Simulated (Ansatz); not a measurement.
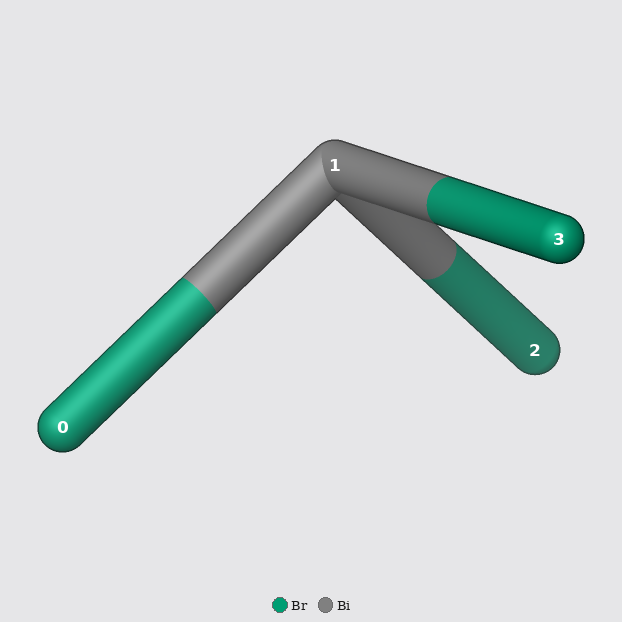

The picture shows the input geometry. Atoms are numbered from 0, in the order of the input.

Input file:

```yaml
crystal:
  periodic: [false, false, false]
  atoms:
    - {symbol: Br, position_ang: [0.309492, 0.707060, 2.152363]}
    - {symbol: Bi, position_ang: [-0.855725, -0.346750, 0.103315]}
    - {symbol: Br, position_ang: [1.036881, -1.926708, -0.663916]}
    - {symbol: Br, position_ang: [-0.490648, 1.566408, -1.591772]}
basis:
  gaussian: {orbitals: ANO-RCC-VTZP}
hamiltonian: {xc: {name: B3LYP5}, pseudopotentials: {relativity: none}}
accuracy: high
output: {forces: true}
```

Command:

```sh
ansatz run in.yaml --threads 2 --pin off --events-out ev --progress --plain --max-ram 22528MiB --backend cpu
```

Output:

```
Functional definition: B3LYP5
  name "B3LYP5"
  cite "Stephens, Devlin, Chabalowski & Frisch, J. Phys. Chem. 98, 11623 (1994) doi:10.1021/j100096a001"
  cite "Becke, Phys. Rev. A 38, 3098 (1988) doi:10.1103/PhysRevA.38.3098"
  cite "Lee, Yang & Parr, Phys. Rev. B 37, 785 (1988) doi:10.1103/PhysRevB.37.785"
  cite "Vosko, Wilk & Nusair, Can. J. Phys. 58, 1200 (1980) doi:10.1139/p80-159"
  parameter a0 = 0.2
  parameter ax = 0.72
  parameter ac = 0.81
  exchange = (1 - a0 - ax)*slater_x + ax*b88_x + a0*exact_x
  correlation = (1 - ac)*vwn5_c + ac*lyp_c
3760 factors; integrals over basis functions are off by at most 5.5e-9 eV
mean field evaluation 1: about -669614.0039 eV, gradient 1.6e1 eV
mean field evaluation 2: about -669614.0107 eV, gradient 1.6e1 eV
mean field evaluation 4: about -669614.4936 eV, gradient 7.0e-1 eV
mean field evaluation 8: about -669614.6021 eV, gradient 1.7e-1 eV
mean field evaluation 16: about -669614.6022 eV, gradient 3.5e-5 eV
mean field -669614.60217272 eV, -24607.8827487683 hartree, gradient 6.9e-8 eV, S^2 0.000000; 0 other end points of the search recorded, 0 dependent functions left out
the calculation of the forces begins
reference -669614.60220609 eV, -24607.8827499946 hartree; 94, 94 occupied and 128, 128 virtual orbitals, 3760 factors
WARN: the results are in doubt because the basis set is contracted for relativity, which is off
Total energy: -669614.60220609 eV, -24607.8827499946 hartree
Atom 0 at     0.309492     0.707060     2.152363 Å, force    -7.264164    -7.481099   -16.205706 eV/Å
Atom 1 at    -0.855725    -0.346750     0.103315 Å, force    21.225444     8.601578    -2.563824 eV/Å
Atom 2 at     1.036881    -1.926708    -0.663916 Å, force   -12.938476    13.064617     5.765363 eV/Å
Atom 3 at    -0.490648     1.566408    -1.591772 Å, force    -1.022803   -14.185095    13.004167 eV/Å
Dipole moment:    -0.141254    -0.057219     0.017068 e Å
In doubt: the basis set is contracted for relativity, which is off
```

The run converged.
